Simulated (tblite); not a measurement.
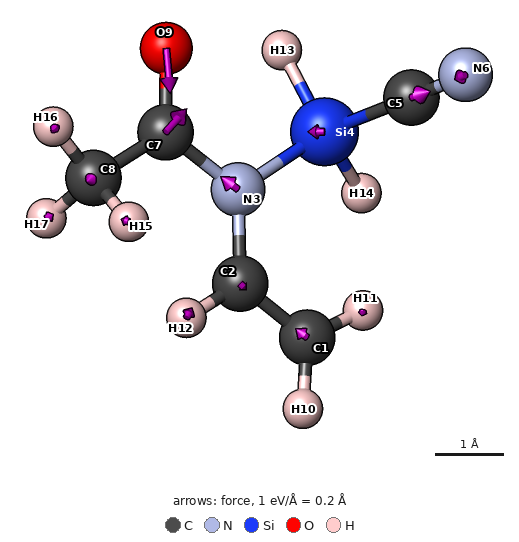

Starting geometry of C5H8N2OSi with the computed forces as purple arrows. A ball-and-stick model, seen at a tilt.

Computed with tblite 0.8.0, GFN2-xTB geometry optimisation, gas phase. 

What follows when this structure is relaxed?

It isn't relaxed: the largest force vector, on O9, is 3.48 eV/Å. The final displacements have little in common with the starting forces (cosine between the two patterns 0.13). H12 moves most after the best rigid fit: 0.78 Å. Largest moves by element: H 0.78 Å, N 0.67 Å, O 0.55 Å, C 0.50 Å, Si 0.15 Å. Among the contacts that change: Si4–O9 2.900 → 2.398 Å, N3–C7 1.447 → 1.346 Å, Si4–C5 1.834 → 1.864 Å, C7–O9 1.257 → 1.228 Å. Among the angles between lasting bonds that change: Si4–N3–C7 115.3° → 104.6°, C2–N3–Si4 122.2° → 130.7°, C5–Si4–H13 108.6° → 115.9°. Groups turn about N3–Si4 by about 30°, C2–N3 by about 30°. After 105 geometry steps the energy has fallen by 13.3 kcal/mol.
